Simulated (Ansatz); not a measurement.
## Molecular dynamics, with input and output: InH$_{3}$Cl$_{2}$O (part 1 of 5)

InH$_{3}$Cl$_{2}$O, computed with RKS PBE/def2-SVP (Ansatz 0.2.0).

It belongs to a series of runs on one base structure; here: dynamics from the highest image of the converged band. Figures and captions count atoms from 1; the log counts them from 0 in places.

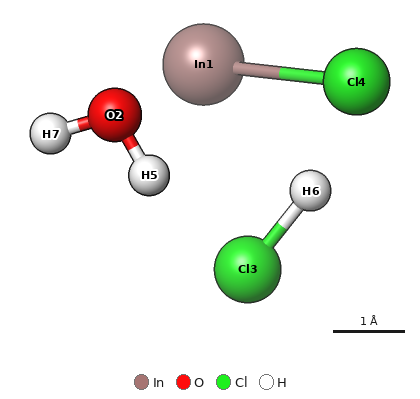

Figure 1. The input geometry (ball-and-stick view, seen at a tilt; atoms are numbered from 1 in the order of the input). Sticks mark near contacts.

**The input**
```yaml
crystal:
  periodic: [false, false, false]
  atoms:
    - { symbol: In, position_ang: [-0.007049, -1.767267, 0.587282] }
    - { symbol: O, position_ang: [1.365974, -0.007439, -0.644189] }
    - { symbol: Cl, position_ang: [-1.649592, 0.651259, -0.652337] }
    - { symbol: Cl, position_ang: [-0.612326, 0.217681, 2.27279] }
    - { symbol: H, position_ang: [0.569432, 0.563867, -0.79913] }
    - { symbol: H, position_ang: [-1.28603, 0.643042, 0.776482] }
    - { symbol: H, position_ang: [1.619593, -0.301045, -1.540797] }
basis:
  gaussian: { orbitals: def2-SVP }
hamiltonian:
  xc: pbe
md:
  timestep: 0.5
  n_steps: 200
  ensemble: nve
  temperature: 300.0
  initial_velocities: maxwell_boltzmann
  seed: 2976
```

Machine: 2 threads of Intel Xeon (Granite Rapids), 176 GiB of memory available, shared host.

Launched with:
```bash
ansatz run input.yaml --threads 2 --pin off --max-ram 3072MiB --backend cpu --events-out ev --progress --plain --runs-dir out
```

**Output**
```
Engine: ansatz 0.2.0, x86_64-unknown-linux-gnu
Functional definition: PBE
  parameter kappa = 0.804
  parameter beta = 0.06672455060314922
  exchange = pbe_x(kappa = kappa, mu = beta*pi^2/3)
  correlation = pbe_c(beta = beta)
1023 factors; their error is unknown
mean field evaluation 1: about -32291.2153 eV, gradient 5.2e1 eV
mean field evaluation 2: about -32248.2665 eV, gradient 1.4e2 eV
mean field evaluation 4: about -32295.8533 eV, gradient 8.9e0 eV
mean field evaluation 8: about -32296.0893 eV, gradient 2.3e-1 eV
mean field evaluation 16: about -32296.0547 eV, gradient 5.0e-5 eV
mean field -32296.05468637 eV, -1186.8581186719 hartree, gradient 5.0e-5 eV, S^2 0.000000; 0 other end points of the search recorded, 0 dependent functions left out
the calculation of the forces begins
reference -32296.05472399 eV, -1186.8581200546 hartree; 33, 33 occupied and 58, 58 virtual orbitals, 1023 factors
md step     0: t =     0.00 fs  T =   300.0 K  F+E_penalty+E_count = -32296.05468637 eV  E_kin = 0.193890 eV  conserved = -32295.86079637 eV  (25 SCF iters)
these checks for a lower state are left out or cut short: starts, cluster_reference, orbital_swaps, neighbouring_geometries, increment
1023 factors; their error is unknown
mean field -32296.04716160 eV, -1186.8578421417 hartree, gradient 2.6e-5 eV, S^2 0.000000; 0 other end points of the search recorded, 0 dependent functions left out
the calculation of the forces begins
reference -32296.04719934 eV, -1186.8578435287 hartree; 33, 33 occupied and 58, 58 virtual orbitals, 1023 factors
md step     1: t =     0.50 fs  T =   288.9 K  F+E_penalty+E_count = -32296.04716160 eV  E_kin = 0.186702 eV  conserved = -32295.86046000 eV  (27 SCF iters)
[... from here on the SCF iterations and repeated set-up lines of each step are left out, up to the last step ...]
md step     2: t =     1.00 fs  T =   261.1 K  F+E_penalty+E_count = -32296.02865508 eV  E_kin = 0.168732 eV  conserved = -32295.85992262 eV  (27 SCF iters)
md step     3: t =     1.50 fs  T =   228.7 K  F+E_penalty+E_count = -32296.00720241 eV  E_kin = 0.147789 eV  conserved = -32295.85941344 eV  (27 SCF iters)
md step     4: t =     2.00 fs  T =   203.6 K  F+E_penalty+E_count = -32295.99068545 eV  E_kin = 0.131611 eV  conserved = -32295.85907470 eV  (27 SCF iters)
md step     5: t =     2.50 fs  T =   194.1 K  F+E_penalty+E_count = -32295.98444450 eV  E_kin = 0.125471 eV  conserved = -32295.85897346 eV  (27 SCF iters)
md step     6: t =     3.00 fs  T =   202.6 K  F+E_penalty+E_count = -32295.99008413 eV  E_kin = 0.130956 eV  conserved = -32295.85912773 eV  (27 SCF iters)
md step     7: t =     3.50 fs  T =   225.3 K  F+E_penalty+E_count = -32296.00515460 eV  E_kin = 0.145641 eV  conserved = -32295.85951320 eV  (27 SCF iters)
md step     8: t =     4.00 fs  T =   253.1 K  F+E_penalty+E_count = -32296.02360745 eV  E_kin = 0.163560 eV  conserved = -32295.86004723 eV  (27 SCF iters)
md step     9: t =     4.50 fs  T =   273.4 K  F+E_penalty+E_count = -32296.03725046 eV  E_kin = 0.176690 eV  conserved = -32295.86056082 eV  (27 SCF iters)
md step    10: t =     5.00 fs  T =   275.0 K  F+E_penalty+E_count = -32296.03853643 eV  E_kin = 0.177735 eV  conserved = -32295.86080106 eV  (27 SCF iters)
md step    11: t =     5.50 fs  T =   253.6 K  F+E_penalty+E_count = -32296.02446288 eV  E_kin = 0.163925 eV  conserved = -32295.86053741 eV  (27 SCF iters)
md step    12: t =     6.00 fs  T =   216.7 K  F+E_penalty+E_count = -32295.99982854 eV  E_kin = 0.140043 eV  conserved = -32295.85978576 eV  (27 SCF iters)
md step    13: t =     6.50 fs  T =   182.0 K  F+E_penalty+E_count = -32295.97656577 eV  E_kin = 0.117599 eV  conserved = -32295.85896693 eV  (27 SCF iters)
md step    14: t =     7.00 fs  T =   167.9 K  F+E_penalty+E_count = -32295.96720664 eV  E_kin = 0.108529 eV  conserved = -32295.85867793 eV  (27 SCF iters)
md step    15: t =     7.50 fs  T =   181.0 K  F+E_penalty+E_count = -32295.97612647 eV  E_kin = 0.116986 eV  conserved = -32295.85914006 eV  (28 SCF iters)
md step    16: t =     8.00 fs  T =   211.0 K  F+E_penalty+E_count = -32295.99634858 eV  E_kin = 0.136376 eV  conserved = -32295.85997234 eV  (28 SCF iters)
md step    17: t =     8.50 fs  T =   238.9 K  F+E_penalty+E_count = -32296.01502815 eV  E_kin = 0.154432 eV  conserved = -32295.86059574 eV  (28 SCF iters)
md step    18: t =     9.00 fs  T =   249.6 K  F+E_penalty+E_count = -32296.02205300 eV  E_kin = 0.161333 eV  conserved = -32295.86072025 eV  (26 SCF iters)
md step    19: t =     9.50 fs  T =   238.8 K  F+E_penalty+E_count = -32296.01473662 eV  E_kin = 0.154317 eV  conserved = -32295.86041965 eV  (27 SCF iters)
md step    20: t =    10.00 fs  T =   212.3 K  F+E_penalty+E_count = -32295.99710715 eV  E_kin = 0.137182 eV  conserved = -32295.85992533 eV  (27 SCF iters)
md step    21: t =    10.50 fs  T =   181.2 K  F+E_penalty+E_count = -32295.97652827 eV  E_kin = 0.117080 eV  conserved = -32295.85944834 eV  (27 SCF iters)
md step    22: t =    11.00 fs  T =   156.7 K  F+E_penalty+E_count = -32295.96036862 eV  E_kin = 0.101247 eV  conserved = -32295.85912125 eV  (27 SCF iters)
md step    23: t =    11.50 fs  T =   146.6 K  F+E_penalty+E_count = -32295.95377359 eV  E_kin = 0.094763 eV  conserved = -32295.85901060 eV  (27 SCF iters)
md step    24: t =    12.00 fs  T =   153.7 K  F+E_penalty+E_count = -32295.95848801 eV  E_kin = 0.099348 eV  conserved = -32295.85914014 eV  (27 SCF iters)
md step    25: t =    12.50 fs  T =   174.8 K  F+E_penalty+E_count = -32295.97245035 eV  E_kin = 0.112956 eV  conserved = -32295.85949387 eV  (28 SCF iters)
md step    26: t =    13.00 fs  T =   201.3 K  F+E_penalty+E_count = -32295.99011598 eV  E_kin = 0.130119 eV  conserved = -32295.85999732 eV  (27 SCF iters)
md step    27: t =    13.50 fs  T =   221.7 K  F+E_penalty+E_count = -32296.00377162 eV  E_kin = 0.143281 eV  conserved = -32295.86049023 eV  (27 SCF iters)
md step    28: t =    14.00 fs  T =   225.0 K  F+E_penalty+E_count = -32296.00617391 eV  E_kin = 0.145443 eV  conserved = -32295.86073126 eV  (27 SCF iters)
md step    29: t =    14.50 fs  T =   207.0 K  F+E_penalty+E_count = -32295.99427081 eV  E_kin = 0.133770 eV  conserved = -32295.86050062 eV  (27 SCF iters)
md step    30: t =    15.00 fs  T =   174.1 K  F+E_penalty+E_count = -32295.97230486 eV  E_kin = 0.112492 eV  conserved = -32295.85981292 eV  (27 SCF iters)
md step    31: t =    15.50 fs  T =   142.6 K  F+E_penalty+E_count = -32295.95120317 eV  E_kin = 0.092144 eV  conserved = -32295.85905938 eV  (28 SCF iters)
md step    32: t =    16.00 fs  T =   129.5 K  F+E_penalty+E_count = -32295.94251474 eV  E_kin = 0.083726 eV  conserved = -32295.85878880 eV  (29 SCF iters)
md step    33: t =    16.50 fs  T =   141.0 K  F+E_penalty+E_count = -32295.95035868 eV  E_kin = 0.091158 eV  conserved = -32295.85920081 eV  (28 SCF iters)
md step    34: t =    17.00 fs  T =   168.0 K  F+E_penalty+E_count = -32295.96853171 eV  E_kin = 0.108585 eV  conserved = -32295.85994661 eV  (28 SCF iters)
md step    35: t =    17.50 fs  T =   193.4 K  F+E_penalty+E_count = -32295.98552067 eV  E_kin = 0.125017 eV  conserved = -32295.86050362 eV  (28 SCF iters)
md step    36: t =    18.00 fs  T =   203.7 K  F+E_penalty+E_count = -32295.99227034 eV  E_kin = 0.131655 eV  conserved = -32295.86061498 eV  (28 SCF iters)
md step    37: t =    18.50 fs  T =   195.0 K  F+E_penalty+E_count = -32295.98635104 eV  E_kin = 0.126000 eV  conserved = -32295.86035109 eV  (26 SCF iters)
md step    38: t =    19.00 fs  T =   172.3 K  F+E_penalty+E_count = -32295.97126579 eV  E_kin = 0.111348 eV  conserved = -32295.85991814 eV  (29 SCF iters)
md step    39: t =    19.50 fs  T =   145.4 K  F+E_penalty+E_count = -32295.95344517 eV  E_kin = 0.093947 eV  conserved = -32295.85949826 eV  (28 SCF iters)
md step    40: t =    20.00 fs  T =   124.0 K  F+E_penalty+E_count = -32295.93936094 eV  E_kin = 0.080156 eV  conserved = -32295.85920522 eV  (28 SCF iters)
md step    41: t =    20.50 fs  T =   115.3 K  F+E_penalty+E_count = -32295.93360694 eV  E_kin = 0.074507 eV  conserved = -32295.85909949 eV  (29 SCF iters)
md step    42: t =    21.00 fs  T =   121.7 K  F+E_penalty+E_count = -32295.93783440 eV  E_kin = 0.078626 eV  conserved = -32295.85920806 eV  (28 SCF iters)
md step    43: t =    21.50 fs  T =   140.5 K  F+E_penalty+E_count = -32295.95030297 eV  E_kin = 0.090780 eV  conserved = -32295.85952313 eV  (28 SCF iters)
md step    44: t =    22.00 fs  T =   164.2 K  F+E_penalty+E_count = -32295.96608148 eV  E_kin = 0.106103 eV  conserved = -32295.85997842 eV  (28 SCF iters)
md step    45: t =    22.50 fs  T =   182.3 K  F+E_penalty+E_count = -32295.97822396 eV  E_kin = 0.117802 eV  conserved = -32295.86042224 eV  (27 SCF iters)
md step    46: t =    23.00 fs  T =   185.1 K  F+E_penalty+E_count = -32295.98025319 eV  E_kin = 0.119627 eV  conserved = -32295.86062638 eV  (26 SCF iters)
md step    47: t =    23.50 fs  T =   169.1 K  F+E_penalty+E_count = -32295.96965329 eV  E_kin = 0.109260 eV  conserved = -32295.86039346 eV  (27 SCF iters)
md step    48: t =    24.00 fs  T =   140.6 K  F+E_penalty+E_count = -32295.95062853 eV  E_kin = 0.090868 eV  conserved = -32295.85976078 eV  (29 SCF iters)
md step    49: t =    24.50 fs  T =   114.6 K  F+E_penalty+E_count = -32295.93318644 eV  E_kin = 0.074074 eV  conserved = -32295.85911287 eV  (29 SCF iters)
md step    50: t =    25.00 fs  T =   105.7 K  F+E_penalty+E_count = -32295.92722736 eV  E_kin = 0.068285 eV  conserved = -32295.85894218 eV  (27 SCF iters)
md step    51: t =    25.50 fs  T =   117.6 K  F+E_penalty+E_count = -32295.93535829 eV  E_kin = 0.075983 eV  conserved = -32295.85937500 eV  (27 SCF iters)
md step    52: t =    26.00 fs  T =   140.8 K  F+E_penalty+E_count = -32295.95106870 eV  E_kin = 0.091027 eV  conserved = -32295.86004204 eV  (29 SCF iters)
md step    53: t =    26.50 fs  T =   160.3 K  F+E_penalty+E_count = -32295.96404627 eV  E_kin = 0.103575 eV  conserved = -32295.86047150 eV  (28 SCF iters)
md step    54: t =    27.00 fs  T =   165.1 K  F+E_penalty+E_count = -32295.96719923 eV  E_kin = 0.106716 eV  conserved = -32295.86048309 eV  (28 SCF iters)
md step    55: t =    27.50 fs  T =   153.9 K  F+E_penalty+E_count = -32295.95967499 eV  E_kin = 0.099480 eV  conserved = -32295.86019481 eV  (28 SCF iters)
md step    56: t =    28.00 fs  T =   132.4 K  F+E_penalty+E_count = -32295.94541399 eV  E_kin = 0.085601 eV  conserved = -32295.85981342 eV  (26 SCF iters)
md step    57: t =    28.50 fs  T =   109.3 K  F+E_penalty+E_count = -32295.93010422 eV  E_kin = 0.070618 eV  conserved = -32295.85948625 eV  (28 SCF iters)
md step    58: t =    29.00 fs  T =    92.1 K  F+E_penalty+E_count = -32295.91880414 eV  E_kin = 0.059521 eV  conserved = -32295.85928299 eV  (29 SCF iters)
md step    59: t =    29.50 fs  T =    85.8 K  F+E_penalty+E_count = -32295.91469578 eV  E_kin = 0.055463 eV  conserved = -32295.85923283 eV  (29 SCF iters)
md step    60: t =    30.00 fs  T =    91.6 K  F+E_penalty+E_count = -32295.91852901 eV  E_kin = 0.059180 eV  conserved = -32295.85934924 eV  (29 SCF iters)
md step    61: t =    30.50 fs  T =   106.4 K  F+E_penalty+E_count = -32295.92840948 eV  E_kin = 0.068785 eV  conserved = -32295.85962453 eV  (27 SCF iters)
md step    62: t =    31.00 fs  T =   123.8 K  F+E_penalty+E_count = -32295.94001192 eV  E_kin = 0.080011 eV  conserved = -32295.86000065 eV  (29 SCF iters)
md step    63: t =    31.50 fs  T =   135.0 K  F+E_penalty+E_count = -32295.94761754 eV  E_kin = 0.087274 eV  conserved = -32295.86034307 eV  (29 SCF iters)
md step    64: t =    32.00 fs  T =   132.8 K  F+E_penalty+E_count = -32295.94629635 eV  E_kin = 0.085840 eV  conserved = -32295.86045643 eV  (28 SCF iters)
md step    65: t =    32.50 fs  T =   115.5 K  F+E_penalty+E_count = -32295.93486128 eV  E_kin = 0.074670 eV  conserved = -32295.86019141 eV  (29 SCF iters)
md step    66: t =    33.00 fs  T =    90.2 K  F+E_penalty+E_count = -32295.91790403 eV  E_kin = 0.058284 eV  conserved = -32295.85962003 eV  (29 SCF iters)
md step    67: t =    33.50 fs  T =    70.1 K  F+E_penalty+E_count = -32295.90440465 eV  E_kin = 0.045299 eV  conserved = -32295.85910529 eV  (28 SCF iters)
md step    68: t =    34.00 fs  T =    66.8 K  F+E_penalty+E_count = -32295.90220583 eV  E_kin = 0.043149 eV  conserved = -32295.85905660 eV  (28 SCF iters)
md step    69: t =    34.50 fs  T =    81.3 K  F+E_penalty+E_count = -32295.91205808 eV  E_kin = 0.052531 eV  conserved = -32295.85952726 eV  (28 SCF iters)
md step    70: t =    35.00 fs  T =   103.2 K  F+E_penalty+E_count = -32295.92687275 eV  E_kin = 0.066728 eV  conserved = -32295.86014451 eV  (28 SCF iters)
md step    71: t =    35.50 fs  T =   118.6 K  F+E_penalty+E_count = -32295.93712825 eV  E_kin = 0.076649 eV  conserved = -32295.86047880 eV  (29 SCF iters)
md step    72: t =    36.00 fs  T =   119.0 K  F+E_penalty+E_count = -32295.93727525 eV  E_kin = 0.076883 eV  conserved = -32295.86039186 eV  (28 SCF iters)
md step    73: t =    36.50 fs  T =   105.3 K  F+E_penalty+E_count = -32295.92807164 eV  E_kin = 0.068036 eV  conserved = -32295.86003611 eV  (29 SCF iters)
md step    74: t =    37.00 fs  T =    85.0 K  F+E_penalty+E_count = -32295.91456515 eV  E_kin = 0.054919 eV  conserved = -32295.85964569 eV  (28 SCF iters)
md step    75: t =    37.50 fs  T =    66.9 K  F+E_penalty+E_count = -32295.90261840 eV  E_kin = 0.043244 eV  conserved = -32295.85937454 eV  (27 SCF iters)
md step    76: t =    38.00 fs  T =    57.5 K  F+E_penalty+E_count = -32295.89644415 eV  E_kin = 0.037177 eV  conserved = -32295.85926745 eV  (28 SCF iters)
md step    77: t =    38.50 fs  T =    59.5 K  F+E_penalty+E_count = -32295.89773891 eV  E_kin = 0.038427 eV  conserved = -32295.85931146 eV  (29 SCF iters)
md step    78: t =    39.00 fs  T =    71.6 K  F+E_penalty+E_count = -32295.90577376 eV  E_kin = 0.046290 eV  conserved = -32295.85948420 eV  (28 SCF iters)
md step    79: t =    39.50 fs  T =    89.7 K  F+E_penalty+E_count = -32295.91774780 eV  E_kin = 0.057986 eV  conserved = -32295.85976151 eV  (29 SCF iters)
md step    80: t =    40.00 fs  T =   107.0 K  F+E_penalty+E_count = -32295.92927356 eV  E_kin = 0.069185 eV  conserved = -32295.86008883 eV  (28 SCF iters)
md step    81: t =    40.50 fs  T =   116.1 K  F+E_penalty+E_count = -32295.93537561 eV  E_kin = 0.075027 eV  conserved = -32295.86034858 eV  (28 SCF iters)
md step    82: t =    41.00 fs  T =   111.4 K  F+E_penalty+E_count = -32295.93240094 eV  E_kin = 0.072028 eV  conserved = -32295.86037310 eV  (28 SCF iters)
md step    83: t =    41.50 fs  T =    93.6 K  F+E_penalty+E_count = -32295.92052814 eV  E_kin = 0.060481 eV  conserved = -32295.86004685 eV  (29 SCF iters)
md step    84: t =    42.00 fs  T =    70.9 K  F+E_penalty+E_count = -32295.90526974 eV  E_kin = 0.045799 eV  conserved = -32295.85947050 eV  (28 SCF iters)
md step    85: t =    42.50 fs  T =    56.7 K  F+E_penalty+E_count = -32295.89565187 eV  E_kin = 0.036640 eV  conserved = -32295.85901189 eV  (28 SCF iters)
md step    86: t =    43.00 fs  T =    61.2 K  F+E_penalty+E_count = -32295.89862752 eV  E_kin = 0.039571 eV  conserved = -32295.85905626 eV  (28 SCF iters)
md step    87: t =    43.50 fs  T =    83.4 K  F+E_penalty+E_count = -32295.91349376 eV  E_kin = 0.053871 eV  conserved = -32295.85962256 eV  (27 SCF iters)
md step    88: t =    44.00 fs  T =   110.5 K  F+E_penalty+E_count = -32295.93169186 eV  E_kin = 0.071384 eV  conserved = -32295.86030797 eV  (27 SCF iters)
md step    89: t =    44.50 fs  T =   127.0 K  F+E_penalty+E_count = -32295.94270867 eV  E_kin = 0.082054 eV  conserved = -32295.86065442 eV  (28 SCF iters)
md step    90: t =    45.00 fs  T =   124.4 K  F+E_penalty+E_count = -32295.94092654 eV  E_kin = 0.080425 eV  conserved = -32295.86050191 eV  (27 SCF iters)
md step    91: t =    45.50 fs  T =   105.6 K  F+E_penalty+E_count = -32295.92823737 eV  E_kin = 0.068219 eV  conserved = -32295.86001789 eV  (27 SCF iters)
md step    92: t =    46.00 fs  T =    80.8 K  F+E_penalty+E_count = -32295.91173692 eV  E_kin = 0.052235 eV  conserved = -32295.85950185 eV  (29 SCF iters)
md step    93: t =    46.50 fs  T =    62.0 K  F+E_penalty+E_count = -32295.89924929 eV  E_kin = 0.040065 eV  conserved = -32295.85918465 eV  (29 SCF iters)
md step    94: t =    47.00 fs  T =    56.6 K  F+E_penalty+E_count = -32295.89571772 eV  E_kin = 0.036577 eV  conserved = -32295.85914097 eV  (27 SCF iters)
md step    95: t =    47.50 fs  T =    65.9 K  F+E_penalty+E_count = -32295.90189311 eV  E_kin = 0.042573 eV  conserved = -32295.85931962 eV  (27 SCF iters)
md step    96: t =    48.00 fs  T =    85.6 K  F+E_penalty+E_count = -32295.91497922 eV  E_kin = 0.055352 eV  conserved = -32295.85962676 eV  (28 SCF iters)
md step    97: t =    48.50 fs  T =   108.5 K  F+E_penalty+E_count = -32295.93007352 eV  E_kin = 0.070096 eV  conserved = -32295.85997745 eV  (28 SCF iters)
md step    98: t =    49.00 fs  T =   125.8 K  F+E_penalty+E_count = -32295.94160746 eV  E_kin = 0.081318 eV  conserved = -32295.86028926 eV  (28 SCF iters)
md step    99: t =    49.50 fs  T =   130.5 K  F+E_penalty+E_count = -32295.94480056 eV  E_kin = 0.084350 eV  conserved = -32295.86045093 eV  (28 SCF iters)
md step   100: t =    50.00 fs  T =   119.4 K  F+E_penalty+E_count = -32295.93747797 eV  E_kin = 0.077146 eV  conserved = -32295.86033223 eV  (28 SCF iters)
md step   101: t =    50.50 fs  T =    96.1 K  F+E_penalty+E_count = -32295.92197646 eV  E_kin = 0.062093 eV  conserved = -32295.85988299 eV  (29 SCF iters)
md step   102: t =    51.00 fs  T =    71.7 K  F+E_penalty+E_count = -32295.90562954 eV  E_kin = 0.046358 eV  conserved = -32295.85927157 eV  (28 SCF iters)
md step   103: t =    51.50 fs  T =    60.4 K  F+E_penalty+E_count = -32295.89794971 eV  E_kin = 0.039069 eV  conserved = -32295.85888090 eV  (28 SCF iters)
md step   104: t =    52.00 fs  T =    70.9 K  F+E_penalty+E_count = -32295.90484207 eV  E_kin = 0.045807 eV  conserved = -32295.85903486 eV  (28 SCF iters)
md step   105: t =    52.50 fs  T =    99.4 K  F+E_penalty+E_count = -32295.92390987 eV  E_kin = 0.064234 eV  conserved = -32295.85967614 eV  (27 SCF iters)
md step   106: t =    53.00 fs  T =   131.5 K  F+E_penalty+E_count = -32295.94535862 eV  E_kin = 0.084970 eV  conserved = -32295.86038837 eV  (27 SCF iters)
md step   107: t =    53.50 fs  T =   150.7 K  F+E_penalty+E_count = -32295.95816233 eV  E_kin = 0.097417 eV  conserved = -32295.86074503 eV  (27 SCF iters)
md step   108: t =    54.00 fs  T =   148.4 K  F+E_penalty+E_count = -32295.95653036 eV  E_kin = 0.095936 eV  conserved = -32295.86059446 eV  (27 SCF iters)
md step   109: t =    54.50 fs  T =   127.4 K  F+E_penalty+E_count = -32295.94240755 eV  E_kin = 0.082332 eV  conserved = -32295.86007594 eV  (27 SCF iters)
md step   110: t =    55.00 fs  T =    99.1 K  F+E_penalty+E_count = -32295.92351911 eV  E_kin = 0.064043 eV  conserved = -32295.85947625 eV  (27 SCF iters)
md step   111: t =    55.50 fs  T =    77.3 K  F+E_penalty+E_count = -32295.90901654 eV  E_kin = 0.049949 eV  conserved = -32295.85906747 eV  (29 SCF iters)
md step   112: t =    56.00 fs  T =    71.6 K  F+E_penalty+E_count = -32295.90524654 eV  E_kin = 0.046257 eV  conserved = -32295.85898997 eV  (28 SCF iters)
md step   113: t =    56.50 fs  T =    84.0 K  F+E_penalty+E_count = -32295.91348298 eV  E_kin = 0.054261 eV  conserved = -32295.85922195 eV  (28 SCF iters)
```
